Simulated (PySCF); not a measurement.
BrFSe, SMILES F[Se]Br at its PBE0/def2-SVP optimised geometry (Å):

```
3

Se    -0.6777    -1.1320     0.0000
F      1.0799    -1.1320     0.0000
Br    -1.0799     1.1320     0.0000
```

Method: PySCF with PBE0/def2-TZVP.

Map of the HOMO amplitude (bohr^(-3/2)) on the plane z = 0.8 Å; orbital energy -7.02 eV, overall sign arbitrary:

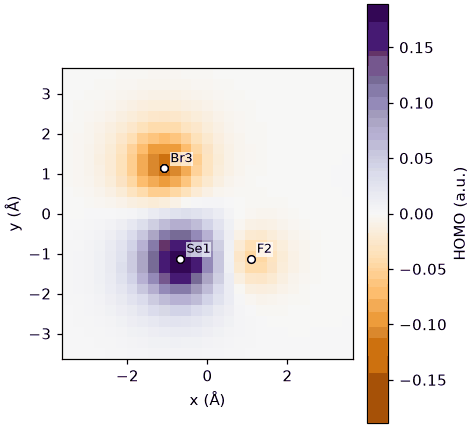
Fig. 1. HOMO amplitude (bohr^(-3/2)) on the plane z = 0.8 Å.
